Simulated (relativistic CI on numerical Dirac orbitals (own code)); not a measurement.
# Tc⁵⁺ (4d2) in crystal fields: levels and magnetism

How does a crystal field split the 4d2 shell of Tc⁵⁺, and what follows for the ground state and χT? 6 fields tried.

Method: Dirac-Coulomb-Breit CI, KLI orbitals optimised for each configuration, model QED (radiative potential, 1s self-energy scaled to tabulated hydrogen-like ionisation energies), valence Slater integrals scaled by 0.75, one configuration in a parametric crystal field. Code: relativistic CI on numerical Dirac orbitals (own code) version 1.

### Step 1. Starting point

* ion: Tc⁵⁺ (Tc VI)
* nuclear charge: 43
* electrons: 38
* open shell: 4d2
* Slater scale: 0.75
* field 1 (cm⁻¹): D4h, 10Dq = 42700, Ds = 950, Dt = -80
* field 2 (cm⁻¹): D4h, 10Dq = 42700, Ds = 1360, Dt = -80
* field 3 (cm⁻¹): D4h, 10Dq = 42700, Ds = 1770, Dt = -80
* field 4 (cm⁻¹): D4h, 10Dq = 42700, Ds = 2180, Dt = -80
* field 5 (cm⁻¹): D4h, 10Dq = 42700, Ds = 2590, Dt = -80
* field 6 (cm⁻¹): D4h, 10Dq = 42700, Ds = 3000, Dt = -80

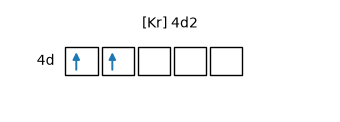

Outer shells as boxes.

### Step 2. Field 1: D4h, 10Dq = 42700, Ds = 950, Dt = -80

The run's settings:

```ini
atom Tc  Z=43  charge=5  electrons=38
nucleus A=97  rms_radius_fm=4.4112
hamiltonian dirac-coulomb  breit=on  qed=on  c_scale=1
orbitals kli  potential=per-configuration
slater_scale 0.75
correlation none
mixing on
configurations
  [Kr] 4d2
end
crystal_field D4h 10Dq=42700 Ds=950 Dt=-80
```

### Step 3. Field 2: D4h, 10Dq = 42700, Ds = 1360, Dt = -80

Settings: those of step 2 with these lines changed.

```diff
@@ -10,2 +10,2 @@
 end
-crystal_field D4h 10Dq=42700 Ds=950 Dt=-80
+crystal_field D4h 10Dq=42700 Ds=1360 Dt=-80
```

### Step 4. Field 3: D4h, 10Dq = 42700, Ds = 1770, Dt = -80

Settings: those of step 3 with these lines changed.

```diff
@@ -10,2 +10,2 @@
 end
-crystal_field D4h 10Dq=42700 Ds=1360 Dt=-80
+crystal_field D4h 10Dq=42700 Ds=1770 Dt=-80
```

### Step 5. Field 4: D4h, 10Dq = 42700, Ds = 2180, Dt = -80

Settings: those of step 4 with these lines changed.

```diff
@@ -10,2 +10,2 @@
 end
-crystal_field D4h 10Dq=42700 Ds=1770 Dt=-80
+crystal_field D4h 10Dq=42700 Ds=2180 Dt=-80
```

### Step 6. Field 5: D4h, 10Dq = 42700, Ds = 2590, Dt = -80

Settings: those of step 5 with these lines changed.

```diff
@@ -10,2 +10,2 @@
 end
-crystal_field D4h 10Dq=42700 Ds=2180 Dt=-80
+crystal_field D4h 10Dq=42700 Ds=2590 Dt=-80
```

### Step 7. Field 6: D4h, 10Dq = 42700, Ds = 3000, Dt = -80

Settings: those of step 6 with these lines changed.

```diff
@@ -10,2 +10,2 @@
 end
-crystal_field D4h 10Dq=42700 Ds=2590 Dt=-80
+crystal_field D4h 10Dq=42700 Ds=3000 Dt=-80
```

(Steps that only read results are left out.)

What does the calculation give? Wanted: ground spin.

The runs gave:

| field | ground state | degeneracy | S | J | first gap (cm⁻¹) | stabilisation (cm⁻¹) | χT at 2 K | χT at 300 K |
| --- | --- | --- | --- | --- | --- | --- | --- | --- |
| 1: D4h | A1 | 1 | 1.00 | 2.82 | 146 | -32616 | 0.010 | 0.633 |
| 2: D4h | A1 | 1 | 1.00 | 2.85 | 136 | -33369 | 0.012 | 0.700 |
| 3: D4h | A1 | 1 | 1.00 | 2.88 | 127 | -34141 | 0.014 | 0.743 |
| 4: D4h | A1 | 1 | 1.00 | 2.89 | 120 | -34925 | 0.016 | 0.773 |
| 5: D4h | A1 | 1 | 1.00 | 2.91 | 115 | -35716 | 0.017 | 0.795 |
| 6: D4h | A1 | 1 | 1.00 | 2.92 | 111 | -36512 | 0.019 | 0.811 |

χT is in cm³ K/mol; stabilisation counts from the free ion's lowest level; S and J come from the expectation values of their squares.

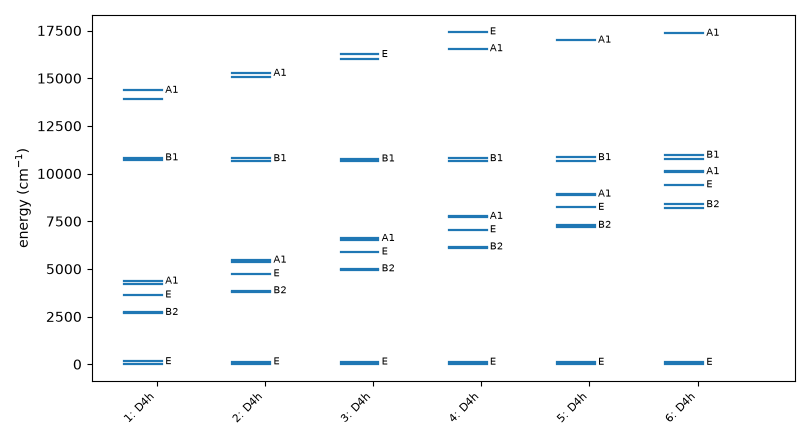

The lowest levels in each field.

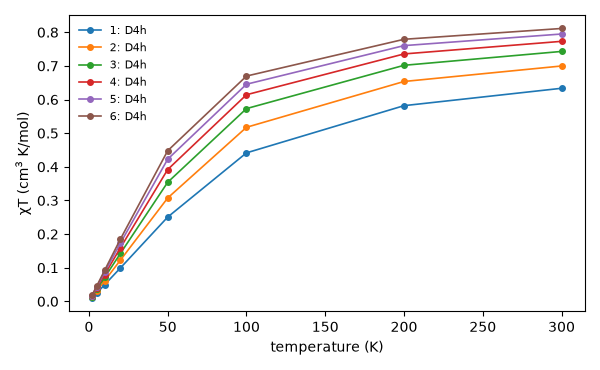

χT against temperature, by Van Vleck's formula.

```
                           quantity                                                 value
ground spin (effective S from ⟨S²⟩)  1: 1.00, 2: 1.00, 3: 1.00, 4: 1.00, 5: 1.00, 6: 1.00
                        χT at 300 K                                0.63 to 0.81 cm³ K/mol
```

All fields leave the ground state at S = 1. Fields 1, 2, 3, 4, 5, 6 leave a non-degenerate ground state well apart, so χT falls towards zero on cooling. The field is a set of parameters, without covalency or charge transfer.
